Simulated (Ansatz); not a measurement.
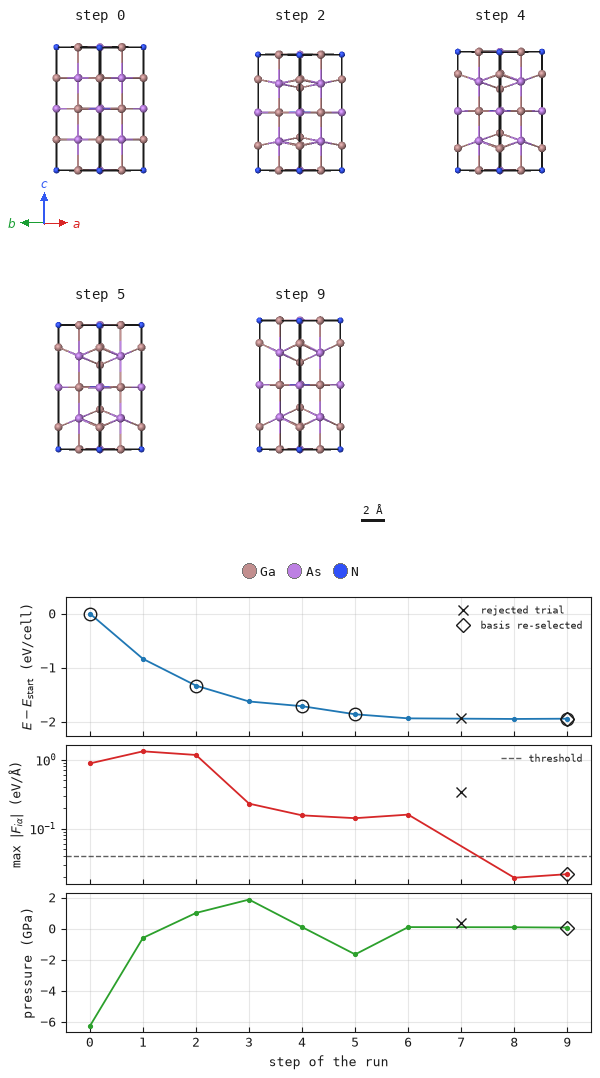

Frames of a relaxation of solid Ga4As3N (a generated structure, set up in I4/mmm) (coarse preliminary run), marked on the history of the run. Style: ball-and-stick. Shown: the conventional cell (2 times the calculation's cell), from a free direction. Lengths and directions refer to the drawn axes.

Level of theory: DFT PBE, scalar-relativistic, plane waves, PAW in Ansatz 0.2.0. Settings: plane-wave cutoff 420 eV; k-point mesh 4 × 4 × 4; occupations gaussian; smearing width 0.1 eV; no spin polarisation; cell and atoms relaxed; force threshold 0.04 eV/Å; at most 70 steps.

What happens along the run?

Answer. The largest moves relative to the cell, 0.84 Å, are those of Ga atoms. As and N stay in place. The volume changes by −9.8 %, with a = b 5.384 → 4.997 Å (−7.2 %), c 10.769 → 11.276 Å (+4.7 %). Near-neighbour distances that change, for instance: As–Ga 2.692 → 3.661 Å, Ga–N 2.692 → 1.977 Å, As–Ga 2.692 → 2.499 Å, Ga–N 2.692 → 2.499 Å. Bonds break: As–Ga (2.69 → 3.66 Å). Bond angles that change, for instance: As–Ga–As 180.0° → 142.7°, Ga–As–Ga 180.0° → 142.7°, Ga–As–Ga 90.0° → 71.4°. The space group stays I4/mmm (No. 139). Over 7 accepted moves (9 points after the start) the energy falls by 1.945 eV per cell of the calculation. Largest force component: 0.88 eV/Å at the start, 0.022 eV/Å at the end. The pressure goes from −6.27 to 0.07 GPa. The line search rejected the trial step at point 7 of the run. The SCF was repeated once at an unchanged geometry on a basis and grid sized afresh for the cell, which shifted the energy by 4.9 meV per cell of the calculation at most. Cost: 60 s on 1 thread of Intel(R) Xeon(R) Platinum 8488C (Sapphire Rapids), on a shared host, peak memory 0.56 GiB. From step 0 to 2: Ga atoms move most (0.37 Å), volume −12.9 %, energy −1.334 eV per cell of the calculation. From step 2 to 4: Ga atoms move most (0.28 Å), volume +3.3 %, energy −0.380 eV per cell of the calculation. From step 4 to 5: Ga atoms move most (0.08 Å), volume +2.0 %, energy −0.150 eV per cell of the calculation. From step 5 to 9: Ga atoms move most (0.04 Å), volume −1.7 %, energy −81.8 meV per cell of the calculation.

| step | E − E(0), meV/atom | largest force component, eV/Å | pressure, GPa | volume, Å³/atom | note |
| --- | --- | --- | --- | --- | --- |
| 0 | 0.00 | 0.8848 | -6.27 | 19.512 |  |
| 1 | -104.69 | 1.3259 | -0.60 | 17.431 |  |
| 2 | -166.69 | 1.1741 | 1.01 | 16.987 |  |
| 3 | -203.32 | 0.2307 | 1.87 | 17.040 |  |
| 4 | -214.24 | 0.1559 | 0.10 | 17.539 |  |
| 5 | -232.93 | 0.1419 | -1.66 | 17.896 |  |
| 6 | -242.37 | 0.1598 | 0.10 | 17.682 |  |
| 7 | -242.11 | 0.3443 | 0.34 | 17.428 | rejected |
| 8 | -243.76 | 0.0194 | 0.09 | 17.598 |  |
| 9 | -243.16 | 0.0218 | 0.07 | 17.598 | same geometry, new basis |
